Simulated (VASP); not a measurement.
Band structure of Rb (space group Im-3m). Level of theory: PBE GGA, VASP's PBE PAW potentials (set 64) (plane waves; VASP).

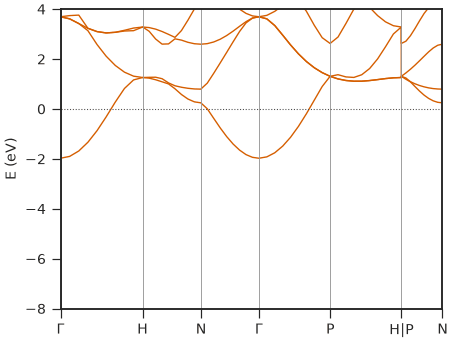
Figure: Bands along high-symmetry lines, zero at the valence-band maximum or, without a gap, the Fermi level

Task: Read the plot: is there a gap, and where are the band edges?

Result: It has no gap at this level: it comes out as a metal or semimetal.

The structure is a typed Rb crystal. The cell was not relaxed at this level.
